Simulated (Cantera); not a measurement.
Feed: 1 mol Ti, a varied amount of H2O, 3.7 mol CO, at 1502 °C and 4.80 mbar.

Equilibrium computed with Cantera from the NASA thermochemical tables; the gas is ideal and each condensed phase is pure. Candidate condensed phases: C, C6H6, C7H8, C8H18, H2O, Ti, TiC, TiO, TiO2, Ti2O3, Ti3O5, Ti4O7; 113 gas species. Mutual solubility and eutectic melting of coexisting phases are not modelled. TiC: taken at fixed stoichiometry. Condensed phases not in the tables: Magnéli phases beyond Ti4O7. Kinetics and transport are ignored.

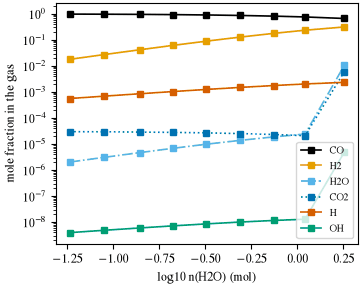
Figure. Equilibrium gas composition (values under 1e-9 drawn at 1e-9)

Question: Read off the mole fractions at 0.21 mol H2O.

Answer: CO about 0.94, H2 about 0.061, H about 0.0010, CO2 about 2.8e-5, H2O about 6.8e-6.
